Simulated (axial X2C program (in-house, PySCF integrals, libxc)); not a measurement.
# Linear WOH at several levels

How do method and spin–orbit coupling move the bonds and stretches of WOH, held linear?

Program: an in-house X2C program for linear molecules on PySCF integrals. Level of theory: all-electron X2C, two-component (2c) or spin-free, W dyall-v3z, O dyall-av3z, H dyall-v3z. These are calculated values, not measurements.

All values are calculated.

2 further runs of the same task are left out: 2 set aside as unsound or not needed.

### 1 Set-up

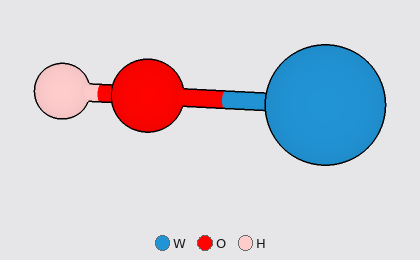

The atoms on one line, bonds 2.000 and 0.960 Å (tungsten blue, oxygen red, hydrogen pink).

Input file task.json:

```json
{"zs": [74, 8, 1], "q": 0, "bas": ["dyall-v3z", "dyall-av3z", "dyall-v3z"], "r0": [2.0, 0.96], "symm": 0, "scan": ["PBE0", "HF", "B3LYP"], "levels": ["PBE0", "HF", "PBE"], "nst": 2}
```

Keys: zs atomic numbers; q charge; bas basis sets; r0 starting distance in Å; symm equal bonds; scan levels of the two-bond scan (MP2 follows by itself at each HF point); levels methods; nst determinants followed.

Launch:

```console
python solin.py task.json out
```

Masses W 183.951, O 15.995, H 1.008 u.

### 2 Scan at PBE0, 2c

State: Ω = 5/2 (beyond evenly filled blocks: ω = 5/2). Energies above the lowest point, from the job's result record:

| r(W–O) (Å) | r(O–H) (Å) | E (meV) |
| --- | --- | --- |
| 1.8291 | 0.9243 | 53.41 |
| 1.8291 | 0.9480 | 37.69 |
| 1.8291 | 0.9717 | 54.33 |
| 1.8760 | 0.9243 | 15.63 |
| 1.8760 | 0.9480 | 0.00 |
| 1.8760 | 0.9717 | 16.74 |
| 1.8760 | 0.9954 | 60.98 |
| 1.9229 | 0.9243 | 41.29 |
| 1.9229 | 0.9480 | 25.57 |
| 1.9229 | 0.9717 | 42.21 |
| 1.9698 | 0.9480 | 101.00 |
| 1.9698 | 0.9954 | 161.28 |

A quadratic surface with cubic terms in each bond gives the minimum at 1.879 and 0.947 Å, force constants 4.54, 9.27 and coupling -0.01 mdyn/Å.

### 3 Scan at HF, 2c

State: Ω = 5/2 (beyond evenly filled blocks: ω = 5/2). Energies above the lowest point, from the job's result record:

| r(W–O) (Å) | r(O–H) (Å) | E (meV) |
| --- | --- | --- |
| 1.8291 | 0.9243 | 113.40 |
| 1.8291 | 0.9480 | 122.16 |
| 1.8291 | 0.9717 | 163.51 |
| 1.8760 | 0.9243 | 22.63 |
| 1.8760 | 0.9480 | 31.58 |
| 1.8760 | 0.9717 | 73.14 |
| 1.8760 | 0.9954 | 142.40 |
| 1.9229 | 0.9243 | 0.00 |
| 1.9229 | 0.9480 | 8.95 |
| 1.9229 | 0.9717 | 50.50 |
| 1.9698 | 0.9480 | 40.60 |
| 1.9698 | 0.9954 | 151.03 |

A quadratic surface with cubic terms in each bond gives the minimum at 1.917 and 0.930 Å, force constants 4.07, 10.3 and coupling 0.00 mdyn/Å.

### 4 Scan at B3LYP, 2c

State: Ω = 5/2 (beyond evenly filled blocks: ω = 5/2). Energies above the lowest point, from the job's result record:

| r(W–O) (Å) | r(O–H) (Å) | E (meV) |
| --- | --- | --- |
| 1.8291 | 0.9243 | 64.92 |
| 1.8291 | 0.9480 | 45.18 |
| 1.8291 | 0.9717 | 57.48 |
| 1.8760 | 0.9243 | 19.44 |
| 1.8760 | 0.9480 | 0.00 |
| 1.8760 | 0.9717 | 12.61 |
| 1.8760 | 0.9954 | 52.44 |
| 1.9229 | 0.9243 | 32.40 |
| 1.9229 | 0.9480 | 12.89 |
| 1.9229 | 0.9717 | 25.44 |
| 1.9698 | 0.9480 | 74.68 |
| 1.9698 | 0.9954 | 126.45 |

A quadratic surface with cubic terms in each bond gives the minimum at 1.888 and 0.950 Å, force constants 4.05, 9 and coupling 0.00 mdyn/Å.

### 5 Comparison

| level | r(W–O) (Å) | r(O–H) (Å) | lower stretch (cm⁻¹) | upper stretch (cm⁻¹) |
| --- | --- | --- | --- | --- |
| PBE0, 2c | 1.879 | 0.947 | 703.2 | 4077.4 |
| HF, 2c | 1.917 | 0.930 | 665.7 | 4300.2 |
| B3LYP, 2c | 1.888 | 0.950 | 664.0 | 4016.9 |
| MP2, 2c | 1.900 | 0.952 | 681.1 | 4018.9 |
| PBE0, spin-free | 1.882 | 0.947 | 704.1 | 4079.2 |
| HF, spin-free | 1.919 | 0.930 | 665.1 | 4300.9 |
| B3LYP, spin-free | 1.896 | 0.950 | 689.3 | 4023.5 |
| MP2, spin-free | 1.903 | 0.952 | 681.4 | 4019.5 |

Scans not shown above were run alike.

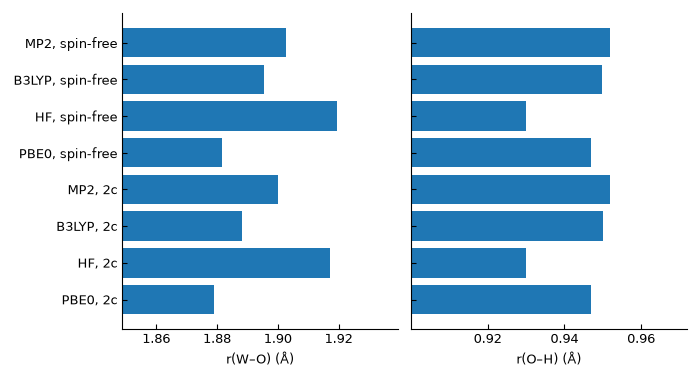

The two bond lengths by level.

In words: Over the levels the W–O bond spans 1.879 to 1.919 Å and the O–H bond 0.930 to 0.952 Å. At PBE0 going from spin-free to two-component moves the bonds by -0.003 and +0.000 Å. Each state is one determinant, the lowest of a limited PBE0 search; the stretches come from a fit to few points and are good to some per cent at best. MP2 freezes inner shells (threshold -2 hartree). The molecule was held linear; bending was not examined, so a bent shape may lie lower. Note: several unpaired electrons, one determinant need not be a pure state.
